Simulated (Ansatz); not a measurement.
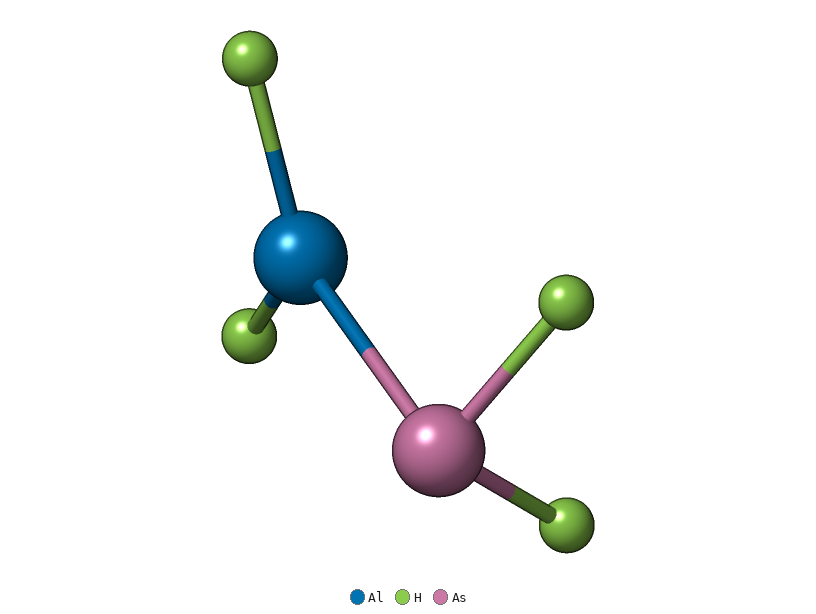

Harmonic vibrations computed with RKS PBE0-D4/def2-TZVP (Ansatz 0.2.0) at a stationary point of the same level.

Q: Is this a minimum or a saddle point?

A: A minimum: no imaginary frequency, and the lowest mode lies at 165 cm⁻¹.

Q: How many vibrational modes are there, and where do they lie?

A: 12 modes: 165, 338, 351, 388, 601, 608, 773, 981, 1916, 1930, 2206, 2219 cm⁻¹.
